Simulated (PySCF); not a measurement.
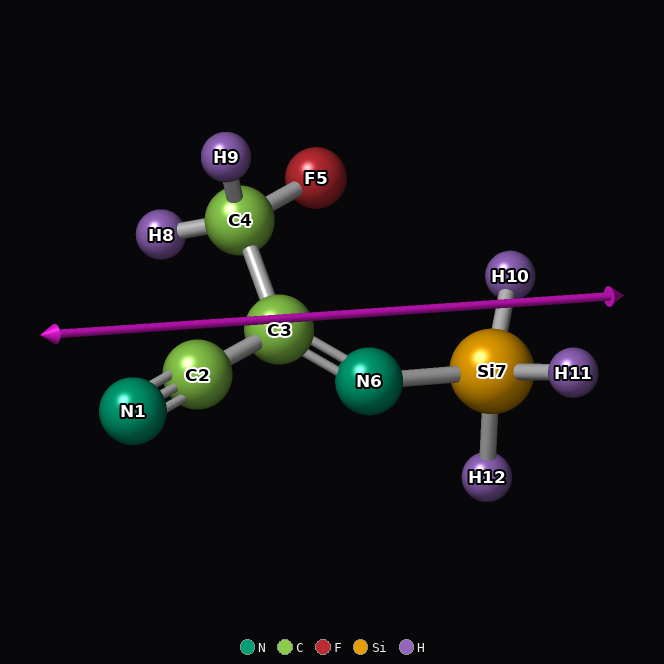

The double arrow shows the direction of the transition dipole to excited singlet state 7 (its length means nothing). Computed geometry: GFN2-xTB optimisation. No frequency run is at hand to confirm it as a minimum. Properties computed with TDDFT CAM-B3LYP/def2-SVPD, vertical, gas phase, core orbitals frozen in the response (PySCF 2.14.0).

How is the transition polarised?

Nearly parallel to the N6–Si7 bond.

Where does the transition lie, and how strong is it?

7.60 eV (163 nm), oscillator strength 0.055, mainly HOMO → LUMO+2 (weight 0.65); transition dipole 1.38 D.

The geometry is semi-empirical. Around Si such bond lengths and angles can be off by a tenth of an ångström or more and by several degrees, and values that hang on the shape move with them.
